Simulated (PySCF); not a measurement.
**One shape, several levels: C2H7In (SMILES C[CH2][InH2])**

We compute a comparison of 6 runs (HF/3-21G, BHLYP/def2-SVP, CAM-B3LYP/def2-SVP, PBE/def2-SVP, PBE0/def2-SVP, CCSD(T)/def2-SVP) of C2H7In. 

The calculation is run with PySCF 2.14.0.

1 further run of the same task is left out (set aside as unsound or not needed).

### Step 1. The structure to begin with

The species is C2H7In (10 atoms), meant as a singlet with charge 0. As SMILES, `C[CH2][InH2]`. Geometry: relaxed at PBE0-D4/def2-TZVP.

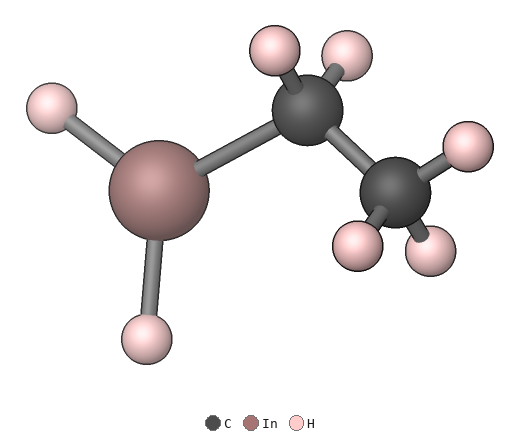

Viewed from a chosen angle; carbon dark grey, indium brown, hydrogen pink.

### Step 2. A single-point energy at HF/3-21G (run 1)

start.xyz

```xyz
10
C2H7In
C     -0.977700     0.382700    -0.894700
C     -0.314700    -0.630300     0.028300
In     1.454400     0.070200     1.061700
H     -1.865300    -0.032500    -1.384600
H     -0.300700     0.717200    -1.685200
H     -1.297100     1.277800    -0.354200
H     -0.022600    -1.530900    -0.522300
H     -1.013000    -0.976000     0.797900
H      2.318500    -0.968100     2.146100
H      2.018200     1.690000     0.807000
```

calc.py

```python
from pyscf import gto, scf

mol = gto.Mole()
mol.atom = 'start.xyz'
mol.max_memory = 1860
mol.verbose = 3
mol.basis = '3-21g'
mol.charge = 0
mol.build()

calc0 = scf.RHF(mol)
calc0.conv_tol = 1e-10
calc0.kernel()
if not calc0.converged:
    calc0 = calc0.newton().run(calc0.mo_coeff, calc0.mo_occ)

e_final = calc0.e_tot
print('E = %.10f Eh' % e_final)
```

Command:

```console
$ OMP_NUM_THREADS=1 python calc.py
```

The log of the run:

```text
converged SCF energy = -5794.06414661723
E = -5794.0641466172 Eh
```

It took 0.81 s on 1 thread of Intel Xeon 6975P-C (Granite Rapids), shared host; peak memory 0.12 GiB.

### Step 3. A single-point energy at BHLYP/def2-SVP (core potential) (run 2)

job.py

```python
# C[CH2][InH2]
from pyscf import gto, dft

mol = gto.M(
    atom=[
    ('C', (-0.977700, 0.382700, -0.894700)),
    ('C', (-0.314700, -0.630300, 0.028300)),
    ('In', (1.454400, 0.070200, 1.061700)),
    ('H', (-1.865300, -0.032500, -1.384600)),
    ('H', (-0.300700, 0.717200, -1.685200)),
    ('H', (-1.297100, 1.277800, -0.354200)),
    ('H', (-0.022600, -1.530900, -0.522300)),
    ('H', (-1.013000, -0.976000, 0.797900)),
    ('H', (2.318500, -0.968100, 2.146100)),
    ('H', (2.018200, 1.690000, 0.807000)),
],
    ecp={'In': 'def2-svp'},
    basis='def2-svp',
    verbose=3,
    max_memory=1860,
    charge=0,
)

calc0 = dft.RKS(mol, xc='bhandhlyp')
calc0.conv_tol = 1e-10
calc0.grids.level = 5
calc0.kernel()
if not calc0.converged:
    calc0 = calc0.newton().run(calc0.mo_coeff, calc0.mo_occ)

etot = calc0.e_tot
print(f'total energy: {etot:.8f} hartree')
```

Command:

```console
$ OMP_NUM_THREADS=1 python job.py
```

The log of the run:

```text
converged SCF energy = -270.315668833745
total energy: -270.31566883 hartree
```

Wall time 14 s (1 thread of Intel Xeon 6975P-C (Granite Rapids), shared host); peak memory 0.45 GiB.

Runs 3 to 5 aren't shown in full; the table further down has their settings and results.

### Step 4. The energy at CCSD(T)/def2-SVP (core potential) (run 6)

job.py

```python
from pyscf import gto, scf, cc

system = gto.M(
    atom='''
C     -0.977700     0.382700    -0.894700
C     -0.314700    -0.630300     0.028300
In     1.454400     0.070200     1.061700
H     -1.865300    -0.032500    -1.384600
H     -0.300700     0.717200    -1.685200
H     -1.297100     1.277800    -0.354200
H     -0.022600    -1.530900    -0.522300
H     -1.013000    -0.976000     0.797900
H      2.318500    -0.968100     2.146100
H      2.018200     1.690000     0.807000
''',
    basis='def2-svp',
    verbose=4,
    ecp={'In': 'def2-svp'},
    max_memory=1860,
    spin=0,
)

calc0 = scf.RHF(system)
calc0.conv_tol = 1e-10
calc0.kernel()
if not calc0.converged:
    calc0 = calc0.newton().run(calc0.mo_coeff, calc0.mo_occ)

mycc = cc.CCSD(calc0, frozen=6)
mycc.kernel()
e_t = mycc.ccsd_t()
energy = mycc.e_tot + e_t
print(f'total energy: {energy:.8f} hartree')
```

Command:

```console
$ OMP_NUM_THREADS=1 python job.py
```

The log of the run:

```text
PySCF version 2.14.0

[... 66 lines left out ...]
converged SCF energy = -268.916156272951
[... 12 lines left out ...]
Init t2, MP2 energy = -269.305662848058  E_corr(MP2) -0.389506575106592
[... 11 lines left out ...]
CCSD converged
[... 2 lines left out ...]
total energy: -269.36587074 hartree
```

It took 19 s on 1 thread of Intel Xeon 6975P-C (Granite Rapids), shared host; peak memory 0.49 GiB.

### Step 5. The series

| run | level | core potential | integration grid | energy (Eh) | dipole moment (D) of the reference | HOMO energy (eV) | LUMO energy (eV) | wall time |
| --- | --- | --- | --- | --- | --- | --- | --- | --- |
| 1 | HF/3-21G | – | – | -5794.064147 | 0.56 | -9.59 | 1.04 | 0.81 s |
| 2 | BHLYP/def2-SVP (core potential) | def2-svp | 5 | -270.315669 | 0.72 | -8.10 | -0.86 | 14 s |
| 3 | CAM-B3LYP/def2-SVP (core potential) | def2-svp | 5 | -270.375517 | 0.73 | -8.35 | -0.69 | 21 s |
| 4 | PBE/def2-SVP (core potential) | def2-svp | 5 | -270.325915 | 0.86 | -5.93 | -2.23 | 15 s |
| 5 | PBE0/def2-SVP (core potential) | def2-svp | 5 | -270.349420 | 0.77 | -7.07 | -1.50 | 14 s |
| 6 | CCSD(T)/def2-SVP (core potential) | def2-svp | – | -269.365871 | 0.66 | -9.74 | 0.99 | 19 s |

### Step 6. What came out

```
                                          quantity          value
                               run 6: total energy  -269.36587 Eh
       run 6: dipole moment (Hartree–Fock density)         0.66 D
        run 6: HOMO energy (Hartree–Fock orbitals)       -9.74 eV
        run 6: LUMO energy (Hartree–Fock orbitals)        0.99 eV
      run 6: HOMO–LUMO gap (Hartree–Fock orbitals)       10.73 eV
run 6: correlation energy (6 core orbitals frozen)     -449.7 mEh
                             run 6: (T) correction     -12.60 mEh
                              run 6: T1 diagnostic          0.008
```

In words: Over runs 1, 2, 3, 4, 5 the dipole moment (its size) runs from 0.56 D (HF/3-21G) to 0.86 D (PBE/def2-SVP). The two ends differ in method and basis and core potential. Over runs 1, 2, 3, 4, 5 the HOMO–LUMO gap runs from 3.69 eV (PBE/def2-SVP) to 10.63 eV (HF/3-21G). Totals of different functionals can't be ranked against each other. Some runs of one species differ in core potentials or relativity; totals across that change don't compare. In run 1 relativity is left out where basis or elements ask for it. All runs together took 83 s, the longest 21 s.
